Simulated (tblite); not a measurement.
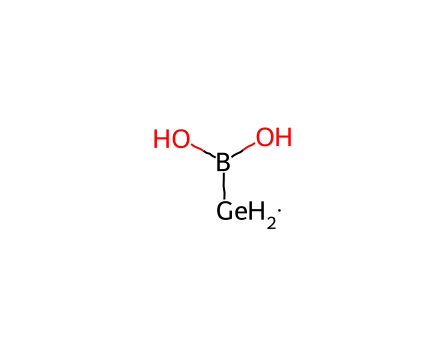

The picture comes from a calculation with tblite.

Skeletal drawing of a molecule. State: neutral, doublet.

Question: Write the SMILES.

Answer: O[B](O)[GeH2]

Question: Give the formula, hydrogens included.

Answer: BGeH4O2.

Question: An optimisation with GFN2-xTB gave a structure of which point group?

Answer: C1.
